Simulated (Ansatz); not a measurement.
# CH6BSn (doublet): what the fields show

Input

```
crystal:
  periodic: [false, false, false]
  atoms:
    - symbol: C
      position_ang: [-0.356066, -0.012573, 0.935323]
    - symbol: B
      position_ang: [-0.292153, 0.422652, -0.575951]
    - symbol: Sn
      position_ang: [0.487676, -1.194063, -2.129282]
    - symbol: H
      position_ang: [-1.115066, 1.125971, -1.114980]
    - symbol: H
      position_ang: [0.384237, -0.771597, 1.229344]
    - symbol: H
      position_ang: [-1.360006, -0.365342, 1.218816]
    - symbol: H
      position_ang: [1.706432, -1.996912, -1.108549]
    - symbol: H
      position_ang: [0.888446, 0.578327, -1.066239]
    - symbol: H
      position_ang: [-0.160390, 0.886245, 1.552288]
basis:
  gaussian: {orbitals: def2-TZVPD}
magnetization: {spin_polarized: true, initial_magnetization: 1}
hamiltonian: {xc: {name: PBE0}}
output: {forces: true, orbitals: {seedname: orbitals}}
```

Launched as:

```sh
ansatz run input.yaml --threads 2 --pin off --max-ram 4350MiB --events-out events.jsonl --progress --plain --runs-dir runs
```

Geometry: PBE0-D3(BJ)/def2-SVP; core potentials replace the inner electrons of Sn.

The calculation used Ansatz, isolated molecule in a Gaussian basis; Kohn-Sham density functional theory, functional PBE0.

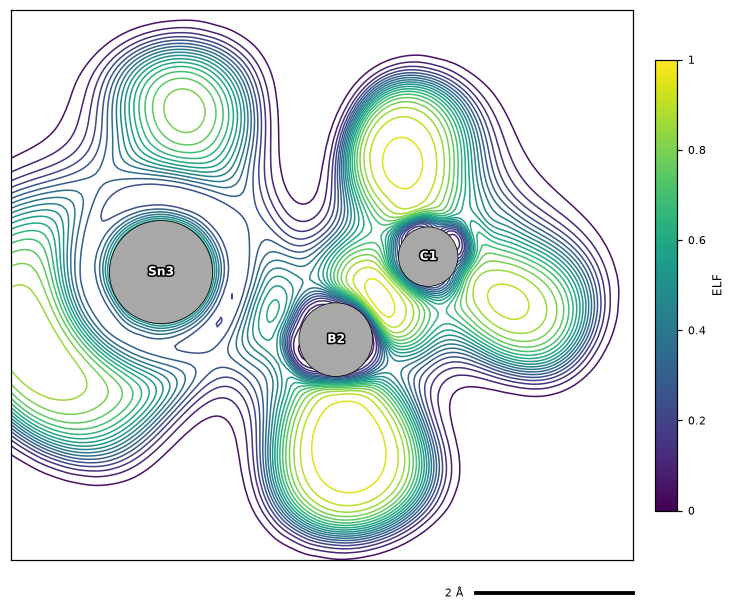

Figure 1. Electron localisation function on the plane of atoms C1, B2 and Sn3. Grey discs cover the atomic cores.

Question: Describe what can be read from this map.

Answer: The plane passes through C, B and Sn nuclei.
C–B (1.57 Å): the ELF peaks at about 0.95 between the atoms: a shared electron pair.
Sn–B (2.37 Å): the ELF peaks at about 0.60 in the valence shell of B, 0.9 Å from its nucleus, and is about 0.35 at the midpoint.

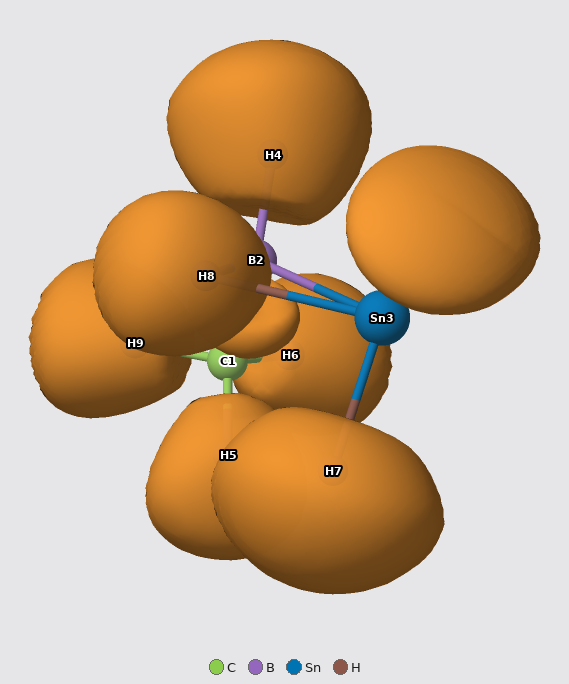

Figure 2. Isosurface of the electron localisation function at 0.8 (orange), seen at an oblique angle. Core shells and regions of very low density are left out.

Question: What do the ELF domains correspond to?

Answer: The surface consists of one region between bonded B–C atoms (shared pairs), six regions around hydrogen nuclei and one lobe on Sn, pointing away from the bonds (non-bonding electrons).

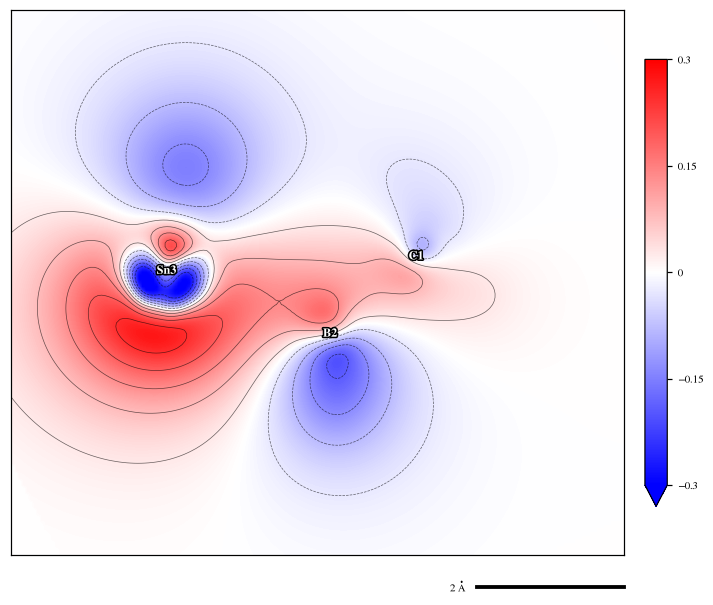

Figure 3. The HOMO−1 (α) on the plane of atoms C1, B2 and Sn3 (values in Å⁻³ᐟ²; the overall sign is arbitrary).

Question: What is the character of this orbital?

Answer: It lies mainly on Sn3 (about 55 %), H7 (about 30 %) and B2 (about 10 %). Its energy is −7.46 eV.
